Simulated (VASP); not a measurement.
Band structure of GePd (relaxed from the CsCl structure, space group Pm-3m). All values below come from r2SCAN meta-GGA, VASP's PBE PAW potentials (set 64) (plane waves; VASP 6.6.1).

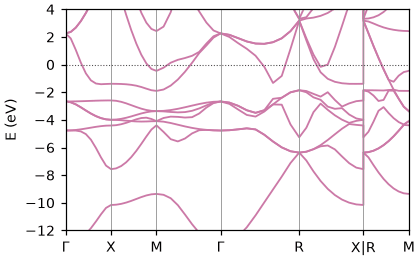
Fig. 1. Bands along high-symmetry lines, zero at the valence-band maximum or, without a gap, the Fermi level

Read the plot: is there a gap, and where are the band edges?

It has no gap at this level: it comes out as a metal or semimetal.

The structure was generated: GePd was put into the CsCl type (Pm-3m), which need not be its known phase. It was relaxed first.
